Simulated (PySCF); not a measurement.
# F$_{6}$W, SMILES `F[W](F)(F)(F)(F)F`: electronic structure

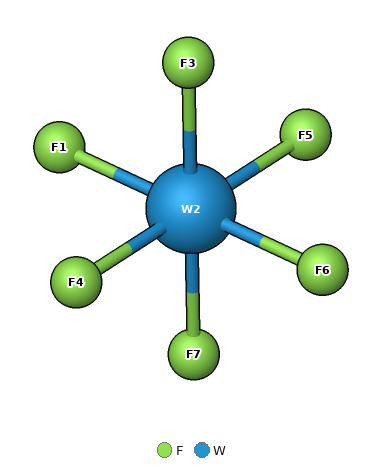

The molecule, with its atoms numbered as below. No frequency check shows the geometry to be a minimum.

Coordinates in Å:

```
F1      -1.3011    0.1471   -1.2888
W2      -0.0000   -0.0000    0.0001
F3      -0.0416    1.8198    0.2496
F4      -1.2972   -0.2063    1.2849
F5       1.2969    0.2066   -1.2848
F6       1.3011   -0.1472    1.2890
F7       0.0423   -1.8197   -0.2503
```

### 1. Bonding charge

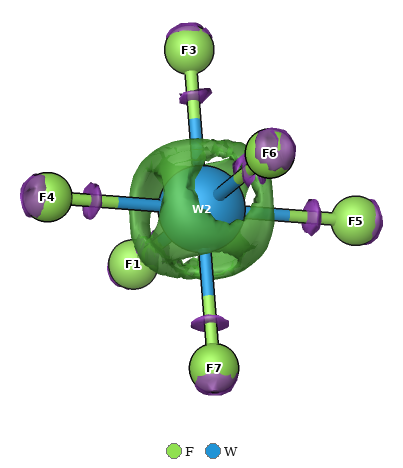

Deformation density (molecule less spherical, spin-averaged free atoms at the same positions), surfaces at ±0.3 e/Å³; purple: gain, green: loss.

PySCF calculation, PBE0/def2-TZVP, gas phase; geometry: GFN2-xTB. Core potentials replace the inner electrons of W; spin–orbit coupling isn't included. This is a single-reference result, which may miss multireference character in this system.

**Describe the bonding that the map shows.**

F1–W2, W2–F5, W2–F7, W2–F3 and 2 more like them: +0.02 e/Å³ at the bond critical point (bond length 1.84 Å, Mayer order 1.1); up to 0.6 Å beside the axis the gain reaches +0.29 e/Å³. In all, 1.7 electrons gather in the regions of gain relative to the promolecule. A small or negative value marks a very polar bond, one between electron-rich atoms, whose free-atom densities already overlap strongly, a long bond to a heavier atom, or a closed-shell contact such as a hydrogen bond.

**Where do the Hirshfeld charges lie?**

The highest Hirshfeld charge is on W2 (+1.16 e), the lowest on F1, F3, F4, F5, F6 and F7 (−0.19 e).

```
atom  charge (e)
  F1       −0.19
  W2       +1.16
  F3       −0.19
  F4       −0.19
  F5       −0.19
  F6       −0.19
  F7       −0.19
```

### 2. Bond critical points

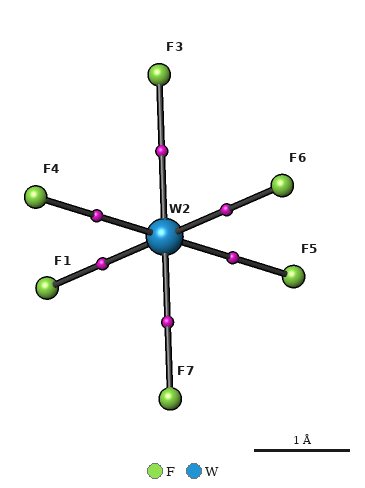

Molecular graph of the electron density (QTAIM): bond paths, bond critical points (magenta), ring points (cyan, if any); weak paths are dashed.

**How many critical points of each kind are there, and does the count close?**

7 nuclei, 6 bond, 0 ring and 0 cage critical points: 7 − 6 + 0 − 0 = 1, as the Poincaré–Hopf relation requires.

**What does the calculation give at each kind of bond critical point?**

| bond | length (Å) | ρ (a.u.) | ∇²ρ (a.u.) | ε | H (a.u.) |
| --- | --- | --- | --- | --- | --- |
| F1–W2 (6 alike) | 1.837 | 0.170 | +0.79 | 0.00 | −0.071 |

**What kind of interaction is F1–W2?**

Polar or intermediate (positive Laplacian, negative energy density H): ρ = 0.170, ∇²ρ = +0.79, H = −0.071 a.u.

### 3. Local ionisation energy

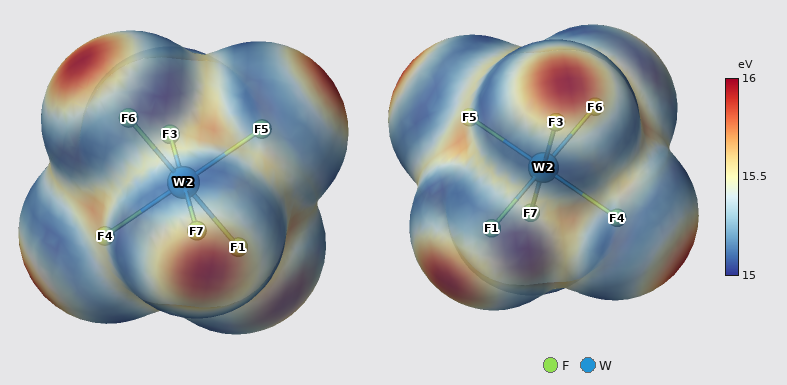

Average local ionisation energy on the surface of electron density 0.001 a.u. (back view left, front view right).

**Locate the minima of the map.**

The lowest value is 15.0 eV, 1.7 Å from F3, and at like points elsewhere. For comparison, the highest occupied orbital lies at −12.8 eV.

**What volume does the surface enclose, and what is the dipole moment?**

About 106 Å³; the dipole moment is 0.0 D.

### 4. In an electric field

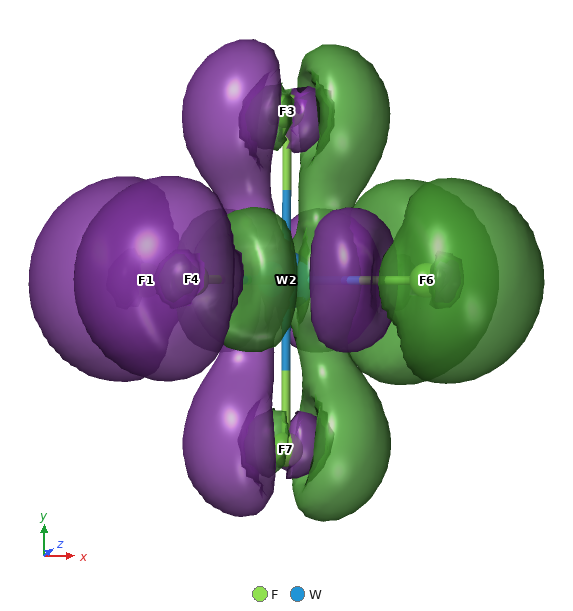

Change of the electron density in a uniform field of 0.21 V/Å, surfaces at ±0.0008 e/Å³ (purple: gain, green: loss).

Method: PBE0/def2-TZVP; geometry: GFN2-xTB; program: PySCF. Core potentials replace the inner electrons of W; spin–orbit coupling isn't included. This is a single-reference result, which may miss multireference character in this system. A basis without diffuse functions makes polarisabilities too small.

**Along which Cartesian direction does the field point?**

Along +x: electrons gather on the −x side, against the field.

**How large is the response?**

The induced dipole is 0.43 D (along the field); α along this axis, from the fields in both directions, is 42 bohr³ (6.3 Å³).

**Which atoms gain and lose the most charge?**

Electrons gather most on F1 and F4 alike (Hirshfeld charge changes by −0.010 e) and leave F5 and F6 alike most (+0.010 e); 0.039 electrons are displaced in all.

The PySCF runs shown took 13 s and 30 s on 1 thread of AMD EPYC 9R45 96-Core Processor (Zen 5) (shared host).
